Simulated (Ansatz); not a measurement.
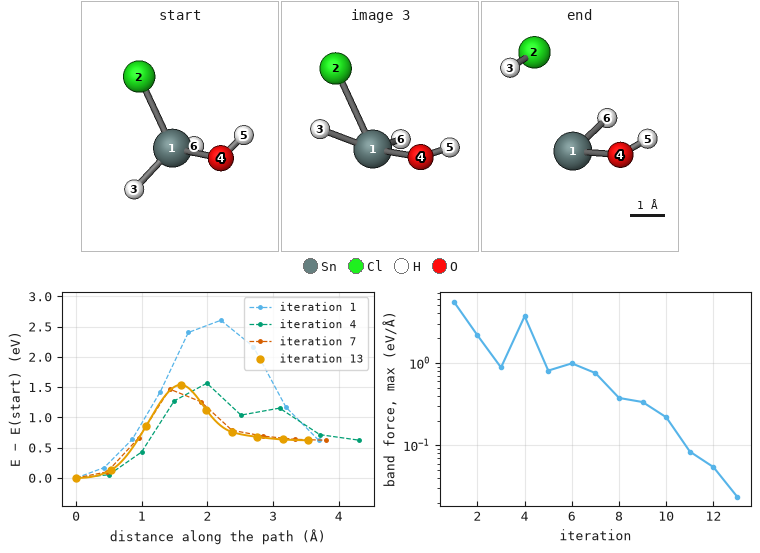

NEB run on SnH3OCl. Images are numbered from 0 (start) to 8 (end). The plot follows the band through its iterations. A ball-and-stick model, seen at a tilt.

Method: RKS BLYP/def2-SVP (Ansatz). Settings: 7 movable images; climbing image; force threshold 0.03 eV/Å; iteration limit 60; starting path through a guess of the saddle point.

> Did the band converge, and can the barrier be trusted?

The result is final at these settings. The band converged in 13 iterations. The largest component of the band force went from 5.6 to 0.024 eV/Å. The climbing image converged on the top of the path. Its vibrational analysis gives one imaginary mode (831i cm⁻¹), as a transition state must have. The first iteration put the highest image at 2.61 eV. The highest point, image 3, lies 1.54 eV above the start and 0.92 eV above the end; the end is at +0.62 eV relative to the start.

The run took 3 min on 1 thread of Arm Neoverse V1, with other jobs on the host, peak memory 0.12 GiB.
